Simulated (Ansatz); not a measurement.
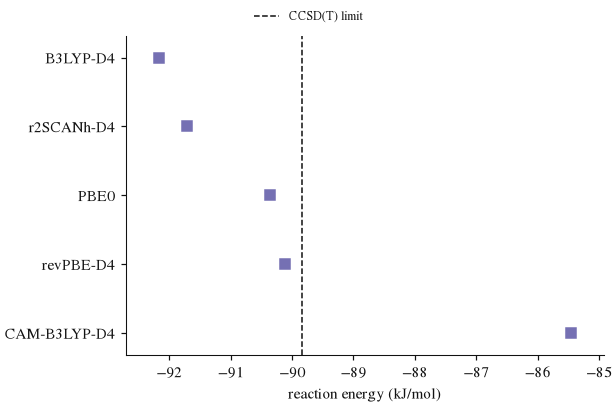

Electronic reaction energy of C₂H₈Ge ([CH3][GeH2][CH3]) + H₂Te ([TeH2]) → CH₆GeTe ([CH3][GeH2][TeH]) + CH₄ (C) (SMILES in brackets) at several levels (functionals in def2-TZVPP unless a basis is named), isolated molecules at PBE0-D4 triple-zeta geometries, minima by their frequencies, no zero-point or thermal terms, the Ansatz code 0.2.0. The line is frozen-core CCSD(T) at the basis limit (MP2 extrapolated from triple and quadruple zeta, plus CCSD(T) less MP2 in a smaller set). No dispersion term is added to PBE0. Core potentials past Kr. The limit lies 8.0 kJ/mol from CCSD(T)/def2-TZVPP, so the line itself is uncertain by a part of that.

Question: What do zero-point energy and temperature add?

Answer: Zero-point change 8.9 kJ/mol; at 298.15 K and 1 bar the CCSD(T) limit plus thermal terms gives an enthalpy of reaction of −79.7 and a free energy of −78.2 kJ/mol (harmonic PBE0-D4 modes, ideal gas).

Question: What range do the values span, the line included?

Answer: From −92.2 kJ/mol (B3LYP-D4) to −85.5 kJ/mol (CAM-B3LYP-D4).

Caveats: no scalar relativity up to krypton; outer-core shells are correlated without core-valence functions, which makes the correlated values less sure; spin-orbit coupling is left out, and with Te it can shift these values.
